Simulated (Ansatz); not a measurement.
**H₃NOSi: functionals against CCSD(T) at one geometry**

How do the functionals fare away from a minimum? The structure is a structure displaced at random from a GFN2-xTB minimum.

The runs use Ansatz 0.2.0, Gaussian basis; single points in def2-TZVPP.

Correlated methods freeze the cores.

## 1. The system as given

SMILES `N[Si]O`, 6 atoms, charge 0, spin multiplicity 1.

Atoms are counted from 1 here; the program's logs count them from 0.

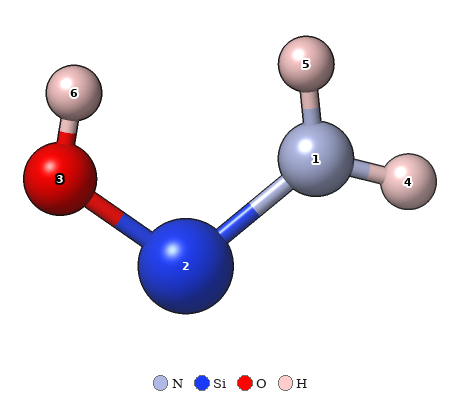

The starting geometry (nitrogen light blue, silicon blue, oxygen red, hydrogen pink); atoms are numbered from 1 in the order of the file.

Geometry (Å):

```xyz
6
charge 0, multiplicity 1
N    -0.7898    0.1395   -0.5517
Si    0.7288   -0.7911   -0.5823
O     1.4998   -0.3886    0.8001
H    -1.5807   -0.0104   -1.2152
H    -1.0176    0.8273    0.1840
H     1.0556    0.1934    1.3623
```

## 2. CCSD(T)/def2-TZVPP

run/in.yaml reads:

```yaml
crystal:
  periodic: [false, false, false]
  atoms:
    - {symbol: N, position_ang: [-0.789800, 0.139500, -0.551700]}
    - {symbol: Si, position_ang: [0.728800, -0.791100, -0.582300]}
    - {symbol: O, position_ang: [1.499800, -0.388600, 0.800100]}
    - {symbol: H, position_ang: [-1.580700, -0.010400, -1.215200]}
    - {symbol: H, position_ang: [-1.017600, 0.827300, 0.184000]}
    - {symbol: H, position_ang: [1.055600, 0.193400, 1.362300]}
basis:
  gaussian: {orbitals: def2-TZVPP}
correlation: {method: ccsd_t}
output: {forces: true}
```

No record of the launch command was kept for these runs.

## 3. PBE0-D4/def2-TZVPP

Changes to run/in.yaml since step 2:

```diff
@@ -11,3 +11,3 @@
   gaussian: {orbitals: def2-TZVPP}
-correlation: {method: ccsd_t}
-output: {forces: true}
+hamiltonian: {xc: pbe0, dispersion: d4}
+output: {forces: true, orbitals: {seedname: orbitals}}
```

## 4. wB97M-V/def2-TZVPP

Changes to run/in.yaml since step 3:

```diff
@@ -11,3 +11,3 @@
   gaussian: {orbitals: def2-TZVPP}
-hamiltonian: {xc: pbe0, dispersion: d4}
-output: {forces: true, orbitals: {seedname: orbitals}}
+hamiltonian: {xc: {name: wB97M-V}}
+output: {forces: true}
```

## 5. r2SCAN-D4/def2-TZVPP

Changes to run/in.yaml since step 4:

```diff
@@ -11,3 +11,3 @@
   gaussian: {orbitals: def2-TZVPP}
-hamiltonian: {xc: {name: wB97M-V}}
+hamiltonian: {xc: r2scan, dispersion: d4}
 output: {forces: true}
```

## 6. PBE-D4/def2-TZVPP

Changes to run/in.yaml since step 5:

```diff
@@ -11,3 +11,3 @@
   gaussian: {orbitals: def2-TZVPP}
-hamiltonian: {xc: r2scan, dispersion: d4}
+hamiltonian: {xc: pbe, dispersion: d4}
 output: {forces: true}
```

## 7. r2SCAN0-D4/def2-TZVPP

Changes to run/in.yaml since step 6:

```diff
@@ -11,3 +11,3 @@
   gaussian: {orbitals: def2-TZVPP}
-hamiltonian: {xc: pbe, dispersion: d4}
+hamiltonian: {xc: {name: r2SCAN0}, dispersion: d4}
 output: {forces: true}
```

## 8. LC-wPBE/def2-TZVPP

Changes to run/in.yaml since step 7:

```diff
@@ -11,3 +11,3 @@
   gaussian: {orbitals: def2-TZVPP}
-hamiltonian: {xc: {name: r2SCAN0}, dispersion: d4}
+hamiltonian: {xc: {name: LC-wPBE}}
 output: {forces: true}
```

(Steps that only read results are left out.)

**Question.** What will these runs give? Wanted: energy less free atoms, CCSD(T)/def2-TZVPP; RMS force component; RMS force error; HOMO and LUMO, PBE0-D4; T1 diagnostic.

The runs gave:

```
                                  quantity                                                                                              value
energy less free atoms, CCSD(T)/def2-TZVPP                                                                                         -21.472 eV
                       RMS force component                                                               0.858 to 0.997 eV/Å over the methods
                           RMS force error  PBE0-D4 0.060, wB97M-V 0.037, r2SCAN-D4 0.054, PBE-D4 0.239, r2SCAN0-D4 0.185, LC-wPBE 0.098 eV/Å
                    HOMO and LUMO, PBE0-D4                                                                                 -6.70 and -0.75 eV
                             T1 diagnostic                                                                                              0.014
```

**Reading.** Against CCSD(T) the functionals' energies less atoms differ by -1.193 to +0.009 eV, PBE-D4 by -1.193 eV. A larger basis would deepen the CCSD(T) value, while the functionals are nearly converged already, so the order here is not reliable. On forces the order runs from wB97M-V to PBE-D4. Frozen-core CCSD(T) forces in triple zeta carry basis errors of their own, and this is one geometry, so small gaps rank nothing.
